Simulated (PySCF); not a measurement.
**One shape, several levels: Al2H2Cl2F2 (SMILES [Cl][AlH-]1[F+][AlH-]([Cl])[F+]1)**

Aim: a comparison of 4 runs (HF/STO-3G, BLYP/cc-pVDZ, r2SCAN/def2-SVPD, PBE0/6-311+G**) of Al2H2Cl2F2. The job is set up through a Python script.

Program for the calculation: PySCF 2.14.0.

1 further run of the same task is left out (set aside as unsound or not needed).

## 1. Starting point

Al2H2Cl2F2: 8 atoms, total charge 0, spin state singlet. SMILES: `[Cl][AlH-]1[F+][AlH-]([Cl])[F+]1`. The coordinates come from a PBE0-D4/def2-TZVP relaxation.

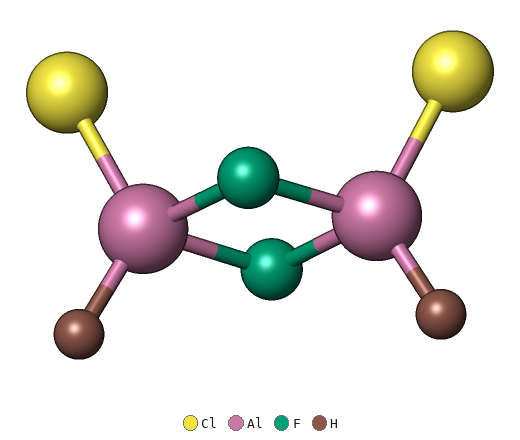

Viewed from a chosen angle; chlorine yellow, aluminium pink, fluorine teal, hydrogen brown.

## 2. Energy and gradient at HF/STO-3G (run 1)

input.py

```python
from pyscf import gto

mol = gto.M(
    atom='''
Cl     0.692018     4.267380     3.326107
Al     2.013125     1.343595     1.052577
F      0.194075     1.212826    -1.860057
Al    -1.677699    -1.604944    -1.254967
Cl    -5.400081    -0.599232    -0.483014
F      0.183681    -1.507246     1.631967
H      4.854706     0.726411     0.580335
H     -0.860014    -3.838790    -2.992759
''',
    spin=0,
    unit='bohr',
    max_memory=1860,
    basis='sto-3g',
    verbose=3,
)

mf = mol.RHF()
mf.conv_tol = 1e-10
mf.kernel()
if not mf.converged:
    mf = mf.newton().run(mf.mo_coeff, mf.mo_occ)

energy = mf.e_tot
print('E = %.10f Eh' % energy)
grad = mf.nuc_grad_method().kernel()
mf.analyze()
```

Command:

```console
$ OMP_NUM_THREADS=1 python input.py
```

Standard output:

```text
converged SCF energy = -1584.84607324989
E = -1584.8460732499 Eh
--------------- RHF gradients ---------------
         x                y                z
0 Cl    -0.0013454006     0.0055942645     0.0043530396
1 Al    -0.0018368306     0.0434016720     0.0338006060
2 F     0.0042678165     0.0343020532    -0.0506686745
3 Al    -0.0549969940     0.0009043424     0.0005670451
4 Cl    -0.0071260701     0.0009973515     0.0007512388
5 F     0.0039770249    -0.0407423721     0.0456632160
6 H     0.0428933550    -0.0107556253    -0.0082499036
7 H     0.0141670989    -0.0337016862    -0.0262165673
----------------------------------------------
**** MO energy ****
MO #1   energy= -103.595558754513  occ= 2
MO #2   energy= -103.595537318117  occ= 2
MO #3   energy= -57.9285005979637  occ= 2
MO #4   energy= -57.9284320324195  occ= 2
MO #5   energy= -25.9476755948699  occ= 2
MO #6   energy= -25.9473262597413  occ= 2
MO #7   energy= -10.2931556427732  occ= 2
MO #8   energy= -10.2931275995607  occ= 2
MO #9   energy= -7.73628336151717  occ= 2
MO #10  energy= -7.73625124541551  occ= 2
MO #11  energy= -7.73200072529656  occ= 2
MO #12  energy= -7.73198044717968  occ= 2
MO #13  energy= -7.73188329184286  occ= 2
MO #14  energy= -7.7318603314701   occ= 2
MO #15  energy= -4.8450055244727   occ= 2
MO #16  energy= -4.84435780681211  occ= 2
MO #17  energy= -3.07580148987958  occ= 2
MO #18  energy= -3.07431949233229  occ= 2
MO #19  energy= -3.07399757342259  occ= 2
MO #20  energy= -3.07339238905085  occ= 2
MO #21  energy= -3.07308407325791  occ= 2
MO #22  energy= -3.07266629550123  occ= 2
MO #23  energy= -1.54879511663897  occ= 2
MO #24  energy= -1.51497992923376  occ= 2
MO #25  energy= -0.977425128305868 occ= 2
MO #26  energy= -0.977052131151044 occ= 2
MO #27  energy= -0.654562903767918 occ= 2
MO #28  energy= -0.640532724074722 occ= 2
MO #29  energy= -0.580296559689288 occ= 2
MO #30  energy= -0.573241708186333 occ= 2
MO #31  energy= -0.541030858107135 occ= 2
MO #32  energy= -0.508984834859717 occ= 2
MO #33  energy= -0.483382777688462 occ= 2
MO #34  energy= -0.45033147038608  occ= 2
MO #35  energy= -0.412270286333557 occ= 2
MO #36  energy= -0.400239270198032 occ= 2
MO #37  energy= -0.380078691200326 occ= 2
MO #38  energy= -0.375923979349863 occ= 2
MO #39  energy= -0.371099729368094 occ= 2
MO #40  energy= -0.36809170205335  occ= 2
MO #41  energy= 0.325168846538273  occ= 0
MO #42  energy= 0.357591558197121  occ= 0
MO #43  energy= 0.379078508272588  occ= 0
MO #44  energy= 0.463352493485128  occ= 0
MO #45  energy= 0.500716084454581  occ= 0
MO #46  energy= 0.585345906559998  occ= 0
MO #47  energy= 0.608273449523887  occ= 0
MO #48  energy= 0.650673996046707  occ= 0
 ** Mulliken atomic charges  **
charge of    0Cl =     -0.39812
charge of    1Al =      0.83946
charge of    2F =     -0.23970
charge of    3Al =      0.83946
charge of    4Cl =     -0.39815
charge of    5F =     -0.23969
charge of    6H =     -0.20163
charge of    7H =     -0.20164
Dipole moment(X, Y, Z, Debye):  3.58563, -2.79327, -2.16436
```

Run time: 3.9 s. Hardware: 1 thread of Intel Xeon at 2.70GHz, shared host; peak memory 0.12 GiB.

## 3. Energy and forces at BLYP/cc-pVDZ (run 2)

input.py

```python
from pyscf import gto, dft

mol = gto.M(
    atom='''
Cl       0.366200       2.258200       1.760100
Al       1.065300       0.711000       0.557000
F        0.102700       0.641800      -0.984300
Al      -0.887800      -0.849300      -0.664100
Cl      -2.857600      -0.317100      -0.255600
F        0.097200      -0.797600       0.863600
H        2.569000       0.384400       0.307100
H       -0.455100      -2.031400      -1.583700
''',
    basis='cc-pvdz',
    spin=0,
    verbose=4,
    max_memory=1860,
    charge=0,
)

mf = dft.RKS(mol, xc='blyp')
mf.grids.level = 5
mf.conv_tol = 1e-10
mf.kernel()
if not mf.converged:
    mf = mf.newton().run(mf.mo_coeff, mf.mo_occ)

e_final = mf.e_tot
print('E(%s) = %.9f' % ('BLYP', e_final))
grad = mf.nuc_grad_method().kernel()
mf.analyze()
```

Command:

```console
$ OMP_NUM_THREADS=1 python input.py
```

Standard output:

```text
PySCF version 2.14.0

[... 98 lines left out ...]
DFT Exchange-Correlation Energy =     -115.681592448928939
[... 11 lines left out ...]
MO #10  energy= -6.99580745711717  occ= 2
[... 9 lines left out ...]
MO #20  energy= -2.62264849442244  occ= 2
[... 9 lines left out ...]
MO #30  energy= -0.444946427839726 occ= 2
[... 9 lines left out ...]
MO #40  energy= -0.27920439059649  occ= 2
[... 9 lines left out ...]
MO #50  energy= 0.157729015197397  occ= 0
[... 9 lines left out ...]
MO #60  energy= 0.294200587315986  occ= 0
[... 9 lines left out ...]
MO #70  energy= 0.593021279459797  occ= 0
[... 9 lines left out ...]
MO #80  energy= 0.793299275649216  occ= 0
[... 9 lines left out ...]
MO #90  energy= 1.29294189750376   occ= 0
[... 9 lines left out ...]
MO #100 energy= 2.38615841161695   occ= 0
[... 9 lines left out ...]
MO #110 energy= 3.60333845681217   occ= 0
[... 82 lines left out ...]
pop of  4 Cl 4pz          0.00045
pop of  4 Cl 3dxy         0.00302
pop of  4 Cl 3dyz         0.00025
pop of  4 Cl 3dz^2        0.00175
pop of  4 Cl 3dxz         0.00263
pop of  4 Cl 3dx2-y2      0.00454
pop of  5 F 1s            1.99996
pop of  5 F 2s            1.80561
pop of  5 F 3s            0.00125
pop of  5 F 2px           1.85491
pop of  5 F 2py           1.86829
pop of  5 F 2pz           1.88109
pop of  5 F 3px           0.00057
pop of  5 F 3py           0.00070
pop of  5 F 3pz           0.00090
pop of  5 F 3dxy          0.00025
pop of  5 F 3dyz          0.00045
pop of  5 F 3dz^2         0.00049
pop of  5 F 3dxz          0.00036
pop of  5 F 3dx2-y2       0.00019
pop of  6 H 1s            1.13305
pop of  6 H 2s            0.00292
pop of  6 H 2px           0.00397
pop of  6 H 2py           0.00024
pop of  6 H 2pz           0.00017
pop of  7 H 1s            1.13306
pop of  7 H 2s            0.00292
pop of  7 H 2px           0.00036
pop of  7 H 2py           0.00249
pop of  7 H 2pz           0.00154
 ** Mulliken atomic charges  **
charge of    0Cl =     -0.28561
charge of    1Al =      0.84100
charge of    2F =     -0.41503
charge of    3Al =      0.84100
charge of    4Cl =     -0.28563
charge of    5F =     -0.41502
charge of    6H =     -0.14035
charge of    7H =     -0.14035
Dipole moment(X, Y, Z, Debye):  1.20311, -0.93694, -0.72577
```

Run time: 74 s. Hardware: 1 thread of Intel Xeon at 2.70GHz, shared host; peak memory 1.1 GiB.

Run 3 isn't shown in full; the table further down has it.

## 4. Energy and forces at PBE0/6-311+G(d,p) (run 4)

input.py

```python
# [Cl][AlH-]1[F+][AlH-]([Cl])[F+]1
from pyscf import gto, dft

mol = gto.Mole()
mol.atom = '''
Cl       0.366200       2.258200       1.760100
Al       1.065300       0.711000       0.557000
F        0.102700       0.641800      -0.984300
Al      -0.887800      -0.849300      -0.664100
Cl      -2.857600      -0.317100      -0.255600
F        0.097200      -0.797600       0.863600
H        2.569000       0.384400       0.307100
H       -0.455100      -2.031400      -1.583700
'''
mol.max_memory = 1860
mol.verbose = 3
mol.basis = '6-311+g**'
mol.charge = 0
mol.build()

mf = dft.RKS(mol, xc='pbe0')
mf.grids.level = 5
mf.conv_tol = 1e-10
mf.kernel()
if not mf.converged:
    mf = mf.newton().run(mf.mo_coeff, mf.mo_occ)

etot = mf.e_tot
print('Final energy', etot)
grad = mf.nuc_grad_method().kernel()
mf.analyze()
```

Command:

```console
$ OMP_NUM_THREADS=1 python input.py
```

Standard output:

```text
converged SCF energy = -1605.85434693936
[... 20 lines left out ...]
MO #11  energy= -7.26465218130849  occ= 2
[... 14 lines left out ...]
MO #26  energy= -0.84638577546187  occ= 2
[... 14 lines left out ...]
MO #41  energy= -0.0276982130042745 occ= 0
[... 14 lines left out ...]
MO #56  energy= 0.100837329623402  occ= 0
[... 14 lines left out ...]
MO #71  energy= 0.244272836615812  occ= 0
[... 14 lines left out ...]
MO #86  energy= 0.485411103319093  occ= 0
[... 14 lines left out ...]
MO #101 energy= 0.782875784895225  occ= 0
[... 14 lines left out ...]
MO #116 energy= 1.30662298192087   occ= 0
[... 14 lines left out ...]
MO #131 energy= 2.2931549842618    occ= 0
[... 14 lines left out ...]
MO #146 energy= 3.86471219514842   occ= 0
[... 14 lines left out ...]
MO #161 energy= 8.25550458553159   occ= 0
[... 14 lines left out ...]
MO #176 energy= 216.015149617608   occ= 0
[... 9 lines left out ...]
Dipole moment(X, Y, Z, Debye):  1.58394, -1.23364, -0.95569
```

Wall time 2.3 min (1 thread of Intel Xeon at 2.70GHz, shared host); peak memory 2.4 GiB.

## 5. All runs side by side

```
run             level  integration grid   energy (Eh)  dipole moment (D)  HOMO energy (eV)  LUMO energy (eV)  wall time
  1         HF/STO-3G                 –  -1584.846073               5.03            -10.02              8.85      3.9 s
  2      BLYP/cc-pVDZ                 5  -1606.452778               1.69             -7.60             -1.09       74 s
  3  r2SCAN/def2-SVPD                 5  -1605.739108               1.89             -8.33             -0.93    2.2 min
  4    PBE0/6-311+G**                 5  -1605.854347               2.22             -9.37             -0.75    2.3 min
```

## 6. Results

```
                       quantity           value
            run 4: total energy  -1605.85435 Eh
           run 4: dipole moment          2.22 D
             run 4: HOMO energy        -9.37 eV
             run 4: LUMO energy        -0.75 eV
           run 4: HOMO–LUMO gap         8.61 eV
run 4: largest force on an atom      0.722 eV/Å
```

**Reading.** The dipole moment (its size) runs from 1.69 D (BLYP/cc-pVDZ) to 5.03 D (HF/STO-3G). The two ends differ in method and basis. The HOMO–LUMO gap runs from 6.51 eV (BLYP/cc-pVDZ) to 18.86 eV (HF/STO-3G). Totals of different functionals can't be ranked against each other. In run 1 the basis is minimal, so the values are rough. All runs together took 5.8 min, the longest 2.3 min.
